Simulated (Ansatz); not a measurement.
# GaP (zinc blende), frozen-phonon scan

Relaxed GaP (zinc blende):

```
GaP
1.0
    0.00000     5.45173     5.45173
    2.72587     0.00000     2.72587
    2.72587     2.72587     0.00000
P Ga
2 2
Direct
  0.37500   0.75000   0.75000
  0.87500   0.75000   0.75000
  0.00000   0.00000   0.00000
  0.50000   0.00000   0.00000
```

The atoms are displaced by Q × the pattern below (from a DFPT mode at L = (0.5, 0.0, 0.0), largest move 1; Q in Å), at fixed cell. (q is in reciprocal vectors of the primitive cell; the cell shown is doubled to hold the pattern.)

| atom | x | y | z |
|---|---|---|---|
| P1 | 0.099 | -0.099 | -0.099 |
| P2 | -0.099 | 0.099 | 0.099 |
| Ga3 | 0.577 | -0.577 | -0.577 |
| Ga4 | -0.577 | 0.577 | 0.577 |

Level of theory: r2SCAN (plane waves to 500 eV, PAW, scalar-relativistic; Ansatz, a quantum-chemistry and plane-wave program). k mesh 5×10×10 (Γ-centred), Fermi-Dirac smearing 0.05 eV. The energy includes the smearing's −TS. Compression counts positive. GaP was relaxed with its symmetry unable to fall. The PAW data are Ansatz's earlier set. The zero of ΔE is the undisplaced structure.

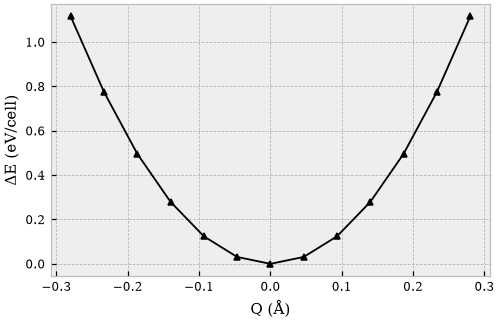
Fig. 1. ΔE (eV/cell) against Q (Å); markers are the computed points, lines only join them.

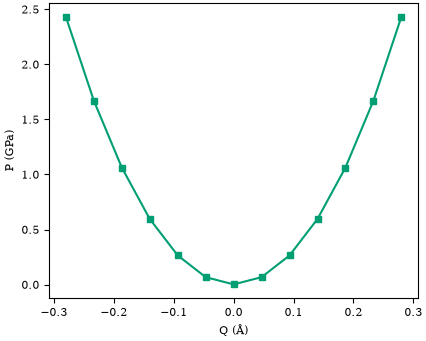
*P (GPa) against Q (Å); computed points joined by lines.*

The energy at Q = 0.280 Å is 1115 meV/cell. Space group of the distorted cell: R3m (No. 160), lowered from F-43m. Shape of the curve: a single well with its minimum at or next to zero displacement. Wavenumber by perturbation theory (DFPT, on another k mesh): 234 cm⁻¹. Symmetry of the curve: even: the same for both signs.

(For displaced atoms, the force is minus the slope of the energy, and its curvature is a force constant, which sets phonon frequencies.)
